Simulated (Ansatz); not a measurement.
**Ligand exchange: GaH2Cl + C2H7N → GaH2(NH2) + C2H5Cl**

Species: GaH2Cl `[Cl][GaH2]`, singlet; C2H7N (ethanamine) `CCN`, singlet; GaH2(NH2), singlet; C2H5Cl `CCCl`, singlet. The partners trade Cl for NH2: Ga–Cl and C–NH2 bonds give way to Ga–NH2 and C–Cl.

Shapes, held fixed at every level: PBE0-D4/def2-TZVP. Flexible molecules stand in one conformer, not always the lowest. Programs: Ansatz 0.2.0. The zero-point and thermal change to 298 K, harmonic and unscaled (PBE0-D4/def2-TZVP), is -4.2 kJ/mol.

| level | kind | ΔH(298 K) (kJ/mol) | less CCSD(T)/def2-TZVPP |
| --- | --- | --- | --- |
| HF/def2-SVP | Hartree–Fock | +88.0 | +35.0 |
| SPW92/def2-TZVPP | LDA | +48.1 | -4.9 |
| B3LYP-D4/def2-TZVPP | global hybrid | +54.8 | +1.8 |
| PBE0-D4/def2-TZVPP | global hybrid | +58.5 | +5.5 |
| MP2/def2-TZVPP | perturbation theory | +50.2 | -2.8 |
| CCSD/def2-TZVPP | coupled cluster or CI | +56.0 | +3.0 |
| CCSD(T)/def2-TZVPP | coupled cluster or CI | +53.0 | 0.0 |

The highest level, CCSD(T)/def2-TZVPP, gives ΔH(298 K) = +53.0 kJ/mol; the levels span +48.1 to +88.0. The column of differences is taken from that level and isn't an error. No measured value is set beside it here. Relativity is left out for Ga unless named. Correlated rows may include outer-core shells of Ga, which these sets cover unevenly.

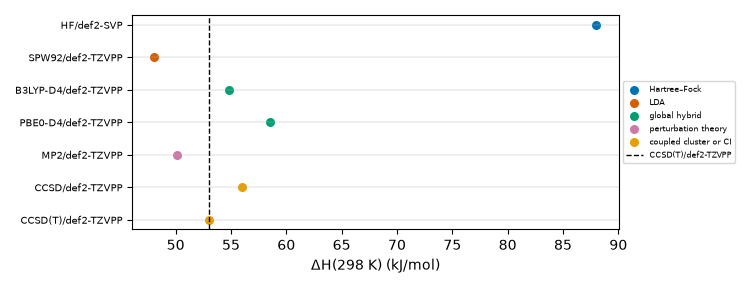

The values of the table, level by level.
